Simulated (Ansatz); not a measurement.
## AsNH₇ (charge +1): single-point calculation

AsNH₇, charge +1, computed with RKS PBE0-D4/def2-TZVPPD (Ansatz 0.2.0).

The geometry: rigid move from PBE0-D4/def2-TZVP.

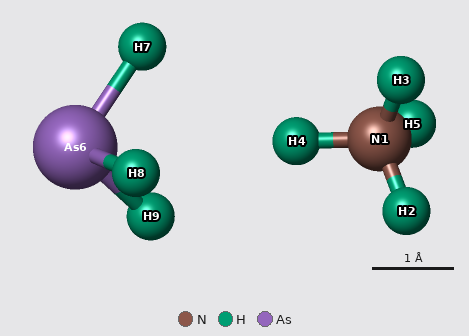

*The structure (ball-and-stick view, seen at a tilt; atoms are numbered from 1 in the order of the input).*

Bond lengths as drawn: As–H 1.53 Å and H–N 1.02 to 1.04 Å.

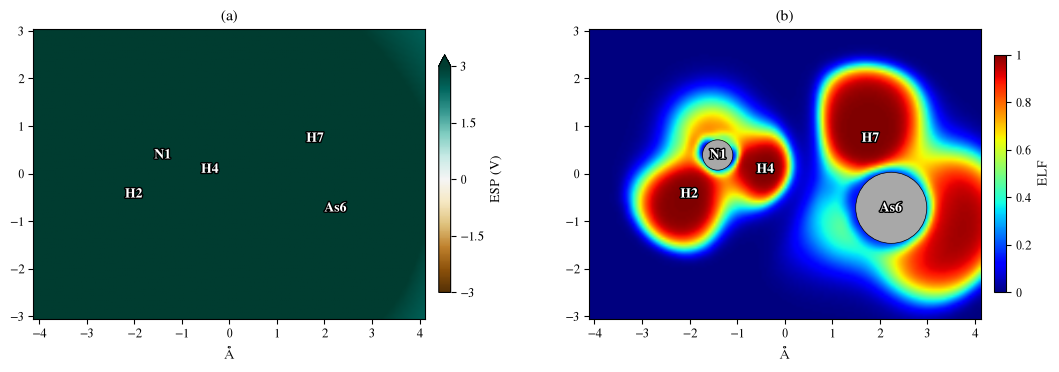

*(a) molecular electrostatic potential; (b) electron localisation function on the plane of atoms H2, N1 and H4. Grey discs, where drawn, cover atomic cores.*

As–H (1.53 Å): the ELF climbs to about 1 towards the hydrogen. The potential has no marked negative region in this plane.

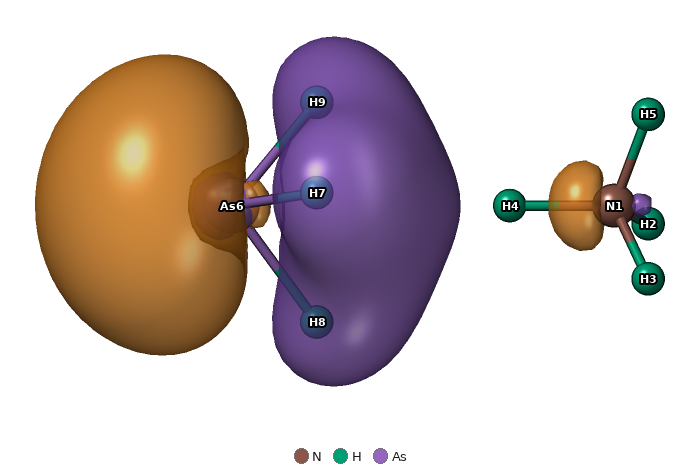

*The HOMO at ±0.1 Å⁻³ᐟ² (orange and purple are the two phases), seen from the side.*

Its energy is −12.05 eV.

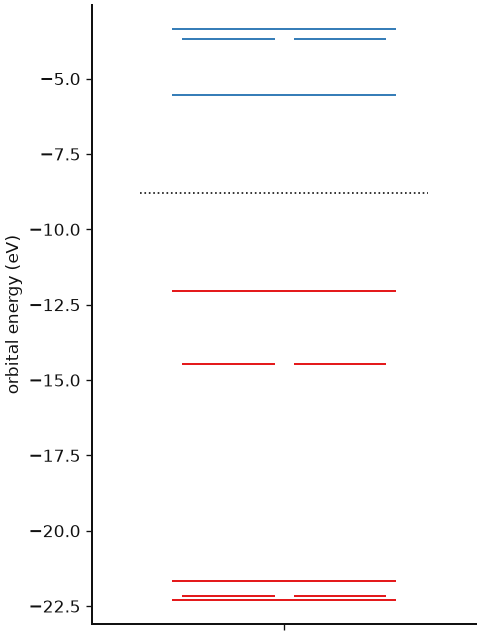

*Orbital energies near the frontier; the dotted line parts filled from empty levels, and levels within 0.02 eV of each other stand side by side.*

Highest filled −12.05 eV, lowest empty −5.54 eV, 6.51 eV apart.

These pictures come from the run below.

Input
```yaml
crystal:
  periodic: [false, false, false]
  atoms:
    - {symbol: N, position_ang: [0.051696, -0.072382, -1.352200]}
    - {symbol: H, position_ang: [-0.648841, -0.738303, -1.684546]}
    - {symbol: H, position_ang: [0.981331, -0.383264, -1.641652]}
    - {symbol: H, position_ang: [0.012047, -0.016508, -0.315226]}
    - {symbol: H, position_ang: [-0.138315, 0.849366, -1.750864]}
    - {symbol: As, position_ang: [-0.094005, 0.131546, 2.454397]}
    - {symbol: H, position_ang: [0.950686, 0.857711, 1.603858]}
    - {symbol: H, position_ang: [0.099192, -1.173962, 1.679500]}
    - {symbol: H, position_ang: [-1.233965, 0.573937, 1.534181]}
basis:
  gaussian: {orbitals: "def2-TZVPPD.json"}
total_charge: 1
hamiltonian: {xc: pbe0, dispersion: d4}
output: {orbitals: {seedname: orbitals}}
```

Command:
```bash
ansatz run in.yaml --threads 4 --pin off --events-out ev --progress --plain --max-ram 9574MiB
```

What the program printed
```
Functional definition: PBE0
  name "PBE0"
  cite "Adamo & Barone, J. Chem. Phys. 110, 6158 (1999) doi:10.1063/1.478522"
  cite "Perdew, Burke & Ernzerhof, Phys. Rev. Lett. 77, 3865 (1996) doi:10.1103/PhysRevLett.77.3865"
  parent pbe
  parameter a = 0.25
  parameter kappa = 0.804
  parameter beta = 0.06672455060314922
  exchange = (1 - a)*pbe_x(kappa = kappa, mu = beta*pi^2/3) + a*exact_x
  correlation = pbe_c(beta = beta)
1029 factors; their error is unknown
mean field evaluation 1: about -62421.8690 eV, gradient 6.7e1 eV
mean field evaluation 2: about -62419.8068 eV, gradient 7.0e1 eV
mean field evaluation 4: about -62429.5995 eV, gradient 1.2e0 eV
mean field evaluation 8: about -62429.8411 eV, gradient 7.6e-2 eV
mean field -62429.84113639 eV, -2294.2543452962 hartree, gradient 4.8e-5 eV, S^2 0.000000; 0 other end points of the search recorded, 0 dependent functions left out
reference -62429.84116396 eV, -2294.2543463094 hartree; 23, 23 occupied and 187, 187 virtual orbitals, 1029 factors
Total energy: -62429.90702751 eV, -2294.2567667500 hartree
```

Key numbers

- outcome: converged
- total energy: −62429.9070 eV
- mean-field energy: −62429.8412 eV
- dispersion energy: −0.0659 eV
- SCF solution under orbital rotations: stable
- HOMO: −12.05 eV
- LUMO: −5.54 eV
- hardware: 4 threads of Arm Neoverse V1, 23 GiB of memory available, shared host
- wall time: 1.9 s (CPU time 7 s)
- peak memory: 0.43 GiB
